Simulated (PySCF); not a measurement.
## Single-point calculation of GeH3F

- system: GeH3F
- method: RKS PBE-D4/def2-TZVPP, density fitting (PySCF 2.14.0)

The geometry comes from this level: PBE0-D4/def2-TZVP.

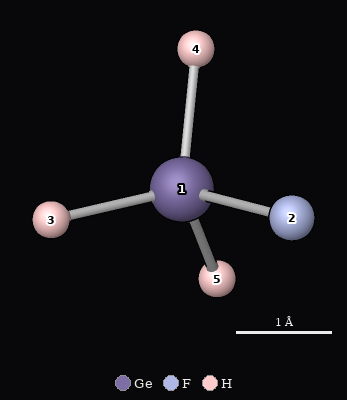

*The input geometry (ball-and-stick view, seen at a tilt; atoms are numbered from 1 in the order of the input). Sticks mark near contacts.*

## Input file
```python
import json, numpy as np
from pyscf import gto, scf, dft, mp, cc
EV, BOHR = 27.211386245988, 0.529177210903
mol = gto.M(atom="""
Ge -0.594933 -1.360094 -0.306083
F 0.711527 -0.749315 0.670851
H -0.713117 -2.853061 0.022693
H -1.842696 -0.568622 0.102854
H -0.192958 -1.110504 -1.764460
""", basis="def2-tzvpp", charge=0, spin=0, max_memory=8670, verbose=0)
def mean_field(mol, dm=None):
    mf = dft.RKS(mol, xc="pbe").density_fit()
    mf.conv_tol = 1e-9; mf.grids.level = 4
    mf.kernel(dm0=dm)
    if not mf.converged: mf = mf.newton().run(mf.mo_coeff, mf.mo_occ)
    assert mf.converged
    return mf
def d4(mol):
    from pyscf.dispersion.dftd4 import DFTD4Dispersion
    real = gto.M(atom=[(mol.atom_pure_symbol(i), mol.atom_coord(i)) for i in range(5)], unit='B', charge=mol.charge, spin=None, basis='def2-svp', verbose=0)
    r = DFTD4Dispersion(real, xc="pbe", atm=True).get_dispersion(grad=True); return r["energy"], r["gradient"]
def energy_and_gradient(mol, dm=None):
    mf = mean_field(mol, dm); e, g = d4(mol)
    return mf, (mf.e_tot + e) * EV, (mf.nuc_grad_method().kernel()[:5] + g) * EV / BOHR
out = {}
mf = mean_field(mol); e = d4(mol)[0]
out.update(energy=(mf.e_tot + e) * EV, converged=True, dispersion=e * EV)
out['s2'] = mf.spin_square()[0]; out['nelec'] = mol.nelec
print(f"Total energy {out['energy']:.6f} eV, <S^2> {out['s2']:.4f}")
json.dump(out, open("out.json", "w"), default=float)
```

Command:
```bash
OMP_NUM_THREADS=4 python run.py
```

## What the program printed
```
Total energy -59274.545062 eV, <S^2> 0.0000
```

## Results in brief

```tsv
quantity	value
outcome	converged
total energy	−59274.5451 eV
dispersion energy	−0.0487 eV
hardware	4 threads of Arm Neoverse V1, 23 GiB of memory available, shared host
wall time	3.6 s (CPU time 11 s)
peak memory	0.44 GiB
```
